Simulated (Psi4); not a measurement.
# [BF4]− (tetrafluoroborate) at HF/3-21G

What is the energy change on altering one bond length of [BF4]− (tetrafluoroborate) at HF/3-21G? 

Program for the calculation: Psi4 1.11.

1 further run of the same task is left out (it didn't finish). Runs told in other sessions of the task aren't counted.

### 1 Starting point

[BF4]− has 5 atoms, charge -1, and is taken as a singlet. SMILES: `F[B-](F)(F)F`. The shape is that of a PBE0-D4/def2-TZVPD optimisation.

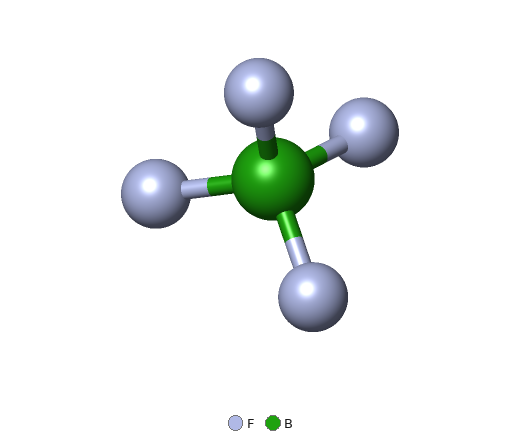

The structure, seen from a chosen angle (fluorine light blue, boron green).

### 2 Energy and forces at HF/3-21G

Contents of bf4.py:

```python
import psi4

psi4.set_memory('2200 MB')
psi4.set_num_threads(1)
psi4.set_output_file('output.dat', False)

m = psi4.geometry("""
-1 1
F     -0.057100    -0.040200     1.404000
B      0.000000     0.000000     0.000100
F      0.948900    -0.931000    -0.457200
F     -1.262500    -0.319100    -0.529700
F      0.370700     1.290300    -0.417200
units angstrom
symmetry c1
""")

options = {'basis': '3-21G', 'reference': 'rhf', 'puream': True, 'e_convergence': 1e-09, 'd_convergence': 1e-08, 'scf_type': 'pk'}
psi4.set_options(options)

e_tot, wfn = psi4.gradient("hf", return_wfn=True)
psi4.oeprop(wfn, "DIPOLE", "QUADRUPOLE", "LOWDIN_CHARGES", title="HF")
print('gradient / Eh bohr^-1')
print(e_tot.np.round(6))
print(f'energy = {wfn.energy():.10f} Eh')
```

The run is started by

```console
$ python bf4.py
```

output.dat:

```text
[...]
  Running in c1 symmetry.
[...]
  Nuclear repulsion =  179.786669064899513
[...]
  Multiplicity = 1
[...]
  Nalpha       = 21
  Nbeta        = 21
[...]
    Number of basis functions: 45
[...]
   @RHF iter   1:  -420.40556616741731   -1.44089e+00   1.17289e-02 ADIIS/DIIS
[...]
   @RHF iter   9:  -420.49243079326067   -1.70530e-13   1.90888e-09 DIIS
[...]
    Orbital Energies [Eh]
    ---------------------
    Doubly Occupied:
       1A    -25.886275     2A    -25.885159     3A    -25.885098
       4A    -25.885092     5A     -7.458321     6A     -1.363933
       7A     -1.298646     8A     -1.298563     9A     -1.298552
      10A     -0.547549    11A     -0.478862    12A     -0.478844
      13A     -0.478842    14A     -0.390770    15A     -0.390767
      16A     -0.358106    17A     -0.358071    18A     -0.358067
      19A     -0.338024    20A     -0.338023    21A     -0.337994
[...]
  @RHF Final Energy:  -420.49243079326067
   => Energetics <=
    Nuclear Repulsion Energy =            179.7866690648995132
    One-Electron Energy =                -958.3310813327332198
    Two-Electron Energy =                 358.0519814745729832
    Total Energy =                       -420.4924307932606666
[...]
  -Total Gradient:
     Atom            X                  Y                   Z
    ------   -----------------  -----------------  -----------------
       1       -0.000120062877    -0.000093982606     0.003058478471
       2        0.000009106407    -0.000018250965     0.000159952175
       3        0.002133461543    -0.002096946598    -0.001036471791
       4       -0.002867235277    -0.000727986236    -0.001218078894
       5        0.000844730204     0.002937166405    -0.000963879961
[...]
 Multipole Moments:
 ------------------------------------------------------------------------------------
     Multipole            Electronic (a.u.)      Nuclear  (a.u.)        Total (a.u.)
 ------------------------------------------------------------------------------------
 L = 1.  Multiply by 2.5417464519 to convert [e a0] to [Debye]
 Dipole X            :          0.0000121           -0.0000000            0.0000121
 Dipole Y            :         -0.0000242            0.0000000           -0.0000242
 Dipole Z            :          0.0005466           -0.0000444            0.0005022
 Magnitude           :                                                    0.0005029
 L = 2.  Multiply by 1.3450342976 to convert [e a0^2] to [Debye ang]
 Quadrupole XX       :       -106.9713943           84.6876854          -22.2837089
 Quadrupole XY       :         -0.0016308            0.0015260           -0.0001048
[...]
```

The script printed:

```text
gradient / Eh bohr^-1
[[-1.200e-04 -9.400e-05  3.058e-03]
 [ 9.000e-06 -1.800e-05  1.600e-04]
 [ 2.133e-03 -2.097e-03 -1.036e-03]
 [-2.867e-03 -7.280e-04 -1.218e-03]
 [ 8.450e-04  2.937e-03 -9.640e-04]]
energy = -420.4924307933 Eh
```

Wall time 2.6 s (1 thread of AMD EPYC 7R43 (Zen 3), shared host); peak memory 0.18 GiB.

### 3 The distorted shape, same level

Contents of calc.in:

```
memory 2200 mb

molecule {
  -1 1
  F     -0.085652    -0.060301     2.105996
  B      0.000000     0.000000     0.000100
  F      0.948900    -0.931000    -0.457200
  F     -1.262500    -0.319100    -0.529700
  F      0.370700     1.290300    -0.417200
  units angstrom
  symmetry c1
  no_reorient
  no_com
}

set basis 3-21G
set reference rhf
set puream true
set e_convergence 1e-09
set d_convergence 1e-08
set scf_type pk

e_tot, wfn = gradient("hf", return_wfn=True)
oeprop(wfn, "DIPOLE", "MAYER_INDICES", "MULLIKEN_CHARGES", title="HF")
```

The run is started by

```console
$ psi4 -n 1 calc.in calc.out
```

calc.out (excerpt; [...] marks lines left out):

```text
[...]
  Running in c1 symmetry.
[...]
  Nuclear repulsion =  162.495189860720927
[...]
  Multiplicity = 1
[...]
  Nalpha       = 21
  Nbeta        = 21
[...]
    Number of basis functions: 45
[...]
   @RHF iter   1:  -420.23406370660041   -1.71397e+00   1.37235e-02 ADIIS/DIIS
[...]
   @RHF iter  10:  -420.37108696514565   -4.14957e-12   7.73646e-09 DIIS
[...]
  @RHF Final Energy:  -420.37108696514565
   => Energetics <=
    Nuclear Repulsion Energy =            162.4951898607209273
    One-Electron Energy =                -923.2184509208161671
    Two-Electron Energy =                 340.3521740949495324
    Total Energy =                       -420.3710869651456505
[...]
  -Total Gradient:
     Atom            X                  Y                   Z
    ------   -----------------  -----------------  -----------------
       1       -0.003899481670    -0.002747630960     0.095899668263
       2        0.000199777758     0.000114933447    -0.004515855251
       3        0.016778712465    -0.014915484904    -0.030272881706
       4       -0.020204402593    -0.004695159474    -0.031496335773
       5        0.007125394040     0.022243341890    -0.029614595534
[...]
 Multipole Moments:
 ------------------------------------------------------------------------------------
     Multipole            Electronic (a.u.)      Nuclear  (a.u.)        Total (a.u.)
 ------------------------------------------------------------------------------------
 L = 1.  Multiply by 2.5417464519 to convert [e a0] to [Debye]
 Dipole X            :          0.5421110           -0.4855991            0.0565118
 Dipole Y            :          0.3816139           -0.3418685            0.0397454
 Dipole Z            :        -13.3270295           11.9384657           -1.3885637
 Magnitude           :                                                    1.3902814
[...]
  Mulliken Charges: (a.u.)
   Center  Symbol    Alpha    Beta     Spin     Total
       1     F     4.80479  4.80479  0.00000 -0.60958
       2     B     1.96948  1.96948  0.00000  1.06103
       3     F     4.74190  4.74190  0.00000 -0.48381
       4     F     4.74191  4.74191  0.00000 -0.48382
       5     F     4.74191  4.74191  0.00000 -0.48382
   Total alpha = 21.00000, Total beta = 21.00000, Total charge = -1.00000
  Mayer Bond Indices:
[...]
```

Run time: 2.4 s. Hardware: 1 thread of AMD EPYC 7R43 (Zen 3), shared host; peak memory 0.18 GiB.

### 4 What came out

Level: HF/3-21G.

| quantity | value |
| --- | --- |
| first shape: total energy | -420.49243 Eh |
| first shape: HOMO energy | -9.20 eV |
| first shape: LUMO energy | 18.21 eV |
| first shape: HOMO–LUMO gap (to an unbound level, set by the basis) | 27.40 eV |
| first shape: largest force on an atom | 0.165 eV/Å |
| distorted shape: total energy | -420.37109 Eh |
| distorted shape: HOMO energy | -6.30 eV |
| distorted shape: LUMO energy | 11.40 eV |
| distorted shape: HOMO–LUMO gap (to an unbound level, set by the basis) | 17.71 eV |
| distorted shape: largest force on an atom | 4.937 eV/Å |
| energy change with the F1–B2 bond stretched from 1.406 to 2.108 Å | 3.302 eV |

With the F1–B2 bond stretched from 1.406 to 2.108 Å the energy rises by 3.30 eV (76 kcal/mol). The first shape isn't relaxed at this level, so the change isn't measured from a minimum.
